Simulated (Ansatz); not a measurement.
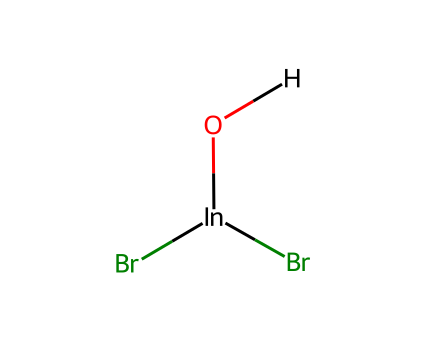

2D structure.

> Give its SMILES.

[OH][In]([Br])[Br]

> What is the molecular formula?

Br2HInO.

> An optimisation with PBE0-D4/def2-TZVP gave a structure of which point group?

Cs.

The parts below concern this one geometry. Atoms keep their numbers from picture to picture. The geometry was computed by an optimisation with PBE0-D4/def2-TZVP.

## Geometry

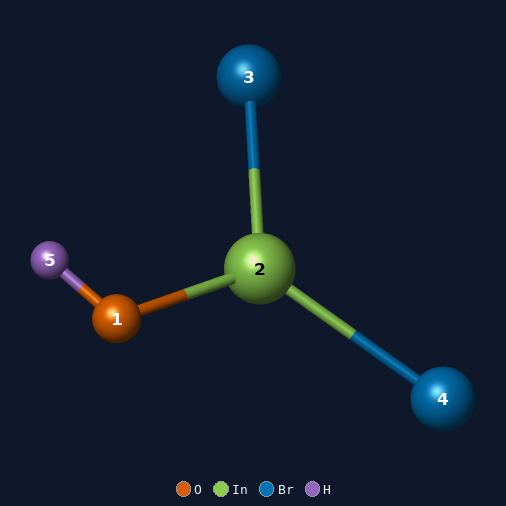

List the bonds and their lengths.

```json
{"bond": "O1–In2", "length (Å)": "1.964"}
{"bond": "O1–H5", "length (Å)": "0.962"}
{"bond": "In2–Br3", "length (Å)": "2.448"}
{"bond": "In2–Br4", "length (Å)": "2.431"}
```

## Vibrations

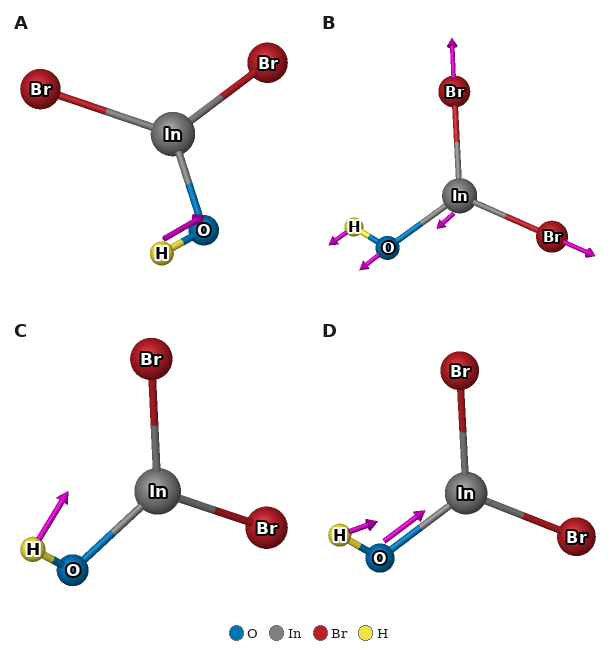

4 normal modes of one molecule or complex, as arrows. Harmonic vibrations computed with RKS PBE0-D4/def2-TZVP, core potentials on In (Ansatz 0.2.0) at a stationary point of the same level.

> Match the panels to the wavenumbers 236 cm⁻¹, 621 cm⁻¹, 844 cm⁻¹, 3873 cm⁻¹.

A: 3873 cm⁻¹, O–H stretching
B: 236 cm⁻¹, in-phase stretching of 2 In–Br bonds
C: 844 cm⁻¹, H–O–In bending
D: 621 cm⁻¹, In–O stretching

## Dipole moment

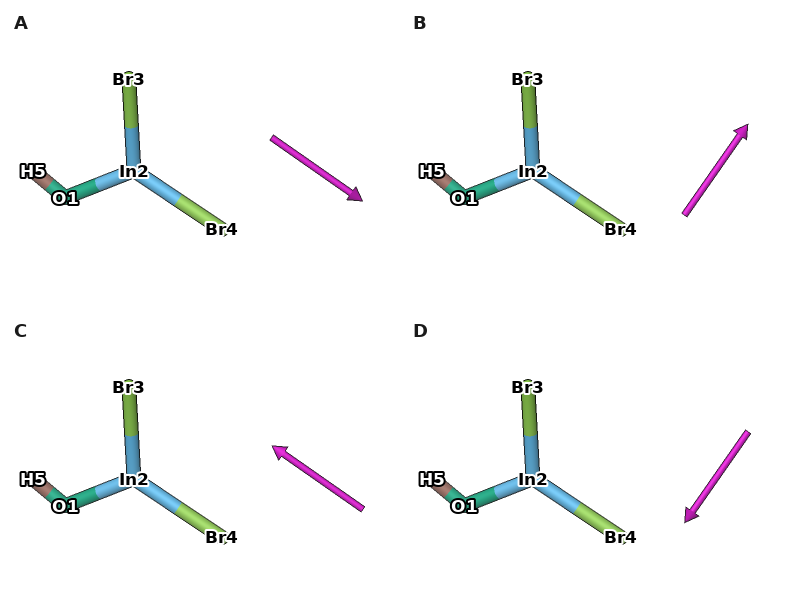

The same molecule four times, each with an arrow. Properties computed with RKS PBE0-D4/def2-TZVP, core potentials on In (Ansatz 0.2.0).

> Which arrow points along the dipole moment, from the negative to the positive end?

C. The dipole moment is 1.18 D; it points from the side of Br4 to the side of H5 (the outermost atoms at the two ends).

## Charges

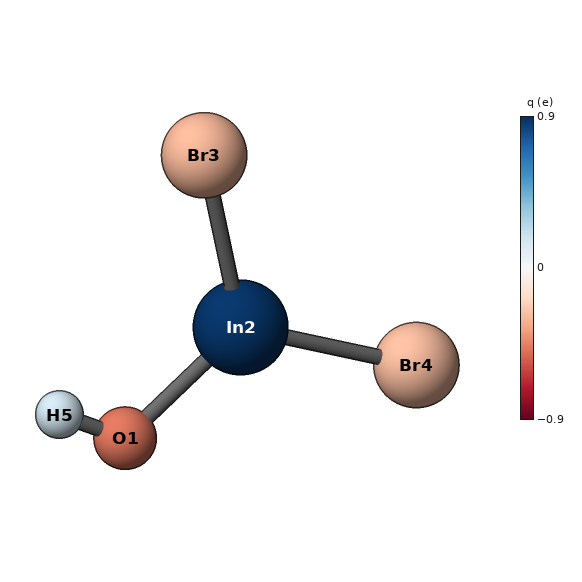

Atoms are coloured by their Mulliken charges. Properties computed with RKS ωB97M-V/def2-TZVPP, core potentials on In (Ansatz 0.2.0).

Give the Mulliken charges atom by atom.

```csv
atom,value (e)
O1,−0.48
In2,0.87
Br3,−0.29
Br4,−0.28
H5,0.18
```

Mulliken values depend strongly on the basis set and can even reverse the polarity of a bond.
